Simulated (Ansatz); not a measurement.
# Calculations on Si2H5OF

**1. Relaxation**

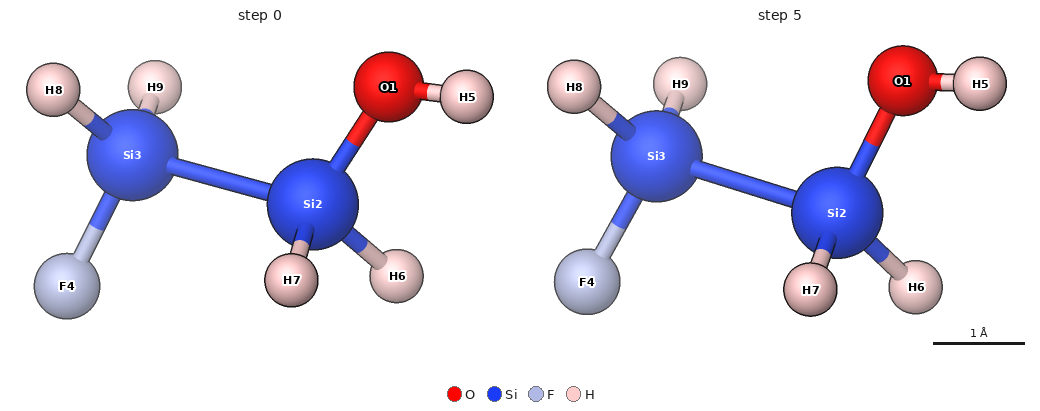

The structure of Si₂H₅OF before (left) and after (right) a relaxation, at one scale.

A ball-and-stick model, seen at a tilt.

The run prepares an end point of a later path (torsion) calculation, from a guessed geometry.

The calculation used Ansatz, RKS B3LYP-D4/def2-SVP.

The input:
```yaml
crystal:
  periodic: [false, false, false]
  atoms:
    - { symbol: O, position_ang: [-0.2368, 1.6053, -1.1021] }
    - { symbol: Si, position_ang: [0.5868, 0.5803, -0.1847] }
    - { symbol: Si, position_ang: [-0.7023, -1.2253, 0.5341] }
    - { symbol: F, position_ang: [0.3049, -2.2054, 1.4338] }
    - { symbol: H, position_ang: [0.2059, 2.4151, -1.4586] }
    - { symbol: H, position_ang: [1.7443, 0.1574, -1.0093] }
    - { symbol: H, position_ang: [1.1657, 1.3604, 0.9621] }
    - { symbol: H, position_ang: [-1.7787, -0.7522, 1.3729] }
    - { symbol: H, position_ang: [-1.2012, -1.9818, -0.5653] }
basis:
  gaussian: { orbitals: def2-SVP }
hamiltonian:
  xc: b3lyp
  dispersion: d4
relax:
  f_tol: 0.015
  max_steps: 40
output:
  orbitals: {}
```

Run as
```bash
ansatz run input.yaml --threads 1 --pin off --max-ram 2048MiB --backend cpu --events-out ev --progress --plain --runs-dir out
```

> What changed between the two?

The atom that moves furthest after the best rigid fit is H5 (0.17 Å). By element the largest moves are H 0.17 Å, Si 0.11 Å, O 0.10 Å, F 0.05 Å. Some distances before and after: O1–Si2 1.603 → 1.676 Å, Si3–H9 1.425 → 1.491 Å, Si3–H8 1.444 → 1.491 Å, Si3–F4 1.669 → 1.638 Å. Bond angles that change, for instance: O1–Si2–Si3 112.8° → 104.5°, O1–Si2–H6 105.4° → 112.1°, O1–Si2–H7 107.6° → 112.1°. After 5 geometry steps the energy has fallen by 6.50 kcal/mol. Largest force component: 2.5 eV/Å at the start, 0.0092 eV/Å at the end. The run took 29 s on 1 thread of Intel(R) Xeon(R) Platinum 8488C (Sapphire Rapids) (shared host), peak memory 0.18 GiB.

**2. Relaxation**

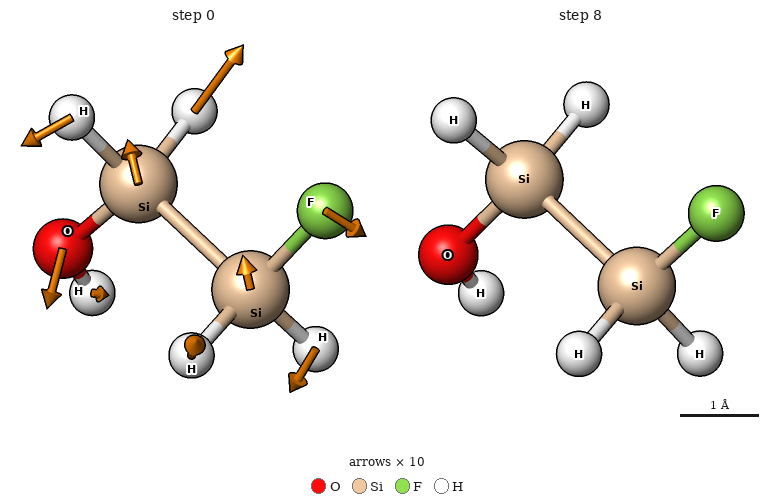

The structure of Si2H5OF before (left) and after (right) a relaxation, at one scale. The orange arrows give the displacements, 10 times their true length.

A ball-and-stick model, seen from a free direction.

The run prepares an end point of a later path (torsion) calculation, from a guessed geometry.

All numbers below come from RKS B3LYP-D4/def2-SVP (Ansatz 0.2.0).

Input
```yaml
crystal:
  periodic: [false, false, false]
  atoms:
    - { symbol: O, position_ang: [-0.2368, 1.6053, -1.1021] }
    - { symbol: Si, position_ang: [0.5868, 0.5803, -0.1847] }
    - { symbol: Si, position_ang: [2.42425, -0.34182, -1.28567] }
    - { symbol: F, position_ang: [3.18635, -1.34362, -0.19017] }
    - { symbol: H, position_ang: [0.2059, 2.4151, -1.4586] }
    - { symbol: H, position_ang: [0.97708, 1.35518, 1.01774] }
    - { symbol: H, position_ang: [-0.37367, -0.46924, 0.29985] }
    - { symbol: H, position_ang: [1.97431, -1.12489, -2.41279] }
    - { symbol: H, position_ang: [3.34772, 0.66353, -1.69352] }
basis:
  gaussian: { orbitals: def2-SVP }
hamiltonian:
  xc: b3lyp
  dispersion: d4
relax:
  f_tol: 0.015
  max_steps: 40
output:
  orbitals: {}
```

Launched with:
```bash
ansatz run input.yaml --threads 1 --pin off --max-ram 2048MiB --backend cpu --events-out ev --progress --plain --runs-dir out
```

What changed between the two?

After 8 geometry steps the energy has fallen by 5.98 kcal/mol. The largest force component goes from 2.5 to 0.0059 eV/Å. The largest move after the best rigid fit is that of H6, 0.12 Å. Largest moves by element: H 0.12 Å, O 0.08 Å, F 0.07 Å, Si 0.06 Å. Near-neighbour distances that change, for instance: O1–Si2 1.603 → 1.677 Å, Si3–H9 1.425 → 1.495 Å, Si3–H8 1.444 → 1.492 Å, Si3–F4 1.669 → 1.638 Å. Bond angles that change, for instance: O1–Si2–H6 105.4° → 112.2°, O1–Si2–Si3 112.8° → 108.9°, H6–Si2–H7 105.8° → 109.0°.

**3. Path**

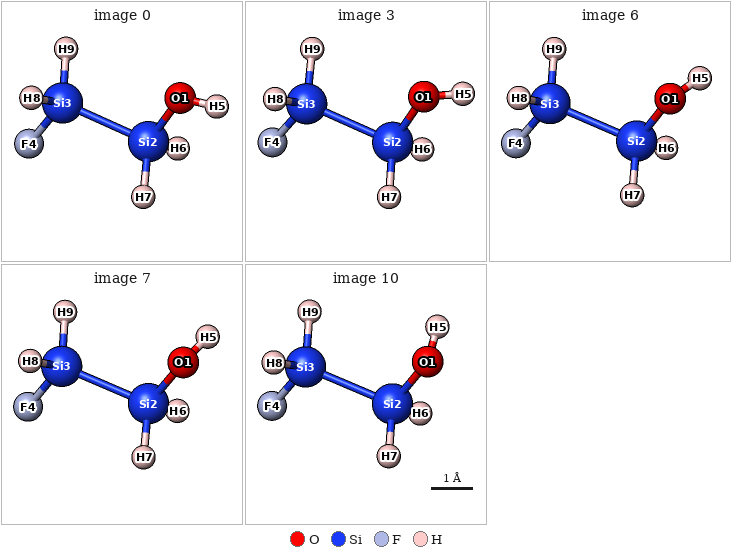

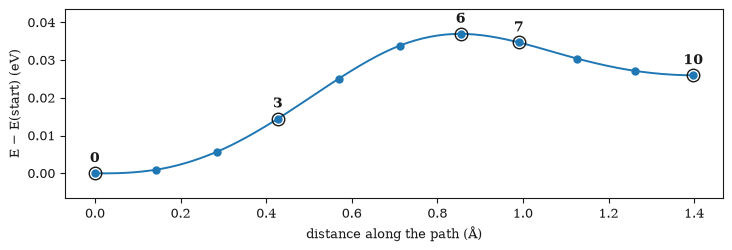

NEB run on Si$_{2}$H$_{5}$OF. Images are numbered from 0 (start) to 10 (end). The picture is a ball-and-stick view, seen at a tilt.

These are results of RKS B3LYP-D4/def2-SVP (Ansatz 0.2.0), not measurements. Set-up: 9 movable images; climbing image; force threshold 0.03 eV/Å; iteration limit 29; starting path through a guess of the saddle point.

Describe the mechanism and the energy profile.

Forward barrier 0.037 eV, backward barrier 0.011 eV, with image 6 at the top; the reaction energy is +0.026 eV. The motion is a rotation about the O1–Si2 bond by about 115°. No bond forms or breaks between the ends. Among the angles between lasting bonds that change up to the highest image: O1–Si2–H7 112.1° → 109.1°, O1–Si2–Si3 104.5° → 107.2°. The band is converged. At the top, the vibrational analysis gives one imaginary mode (211i cm⁻¹), as a transition state must have.
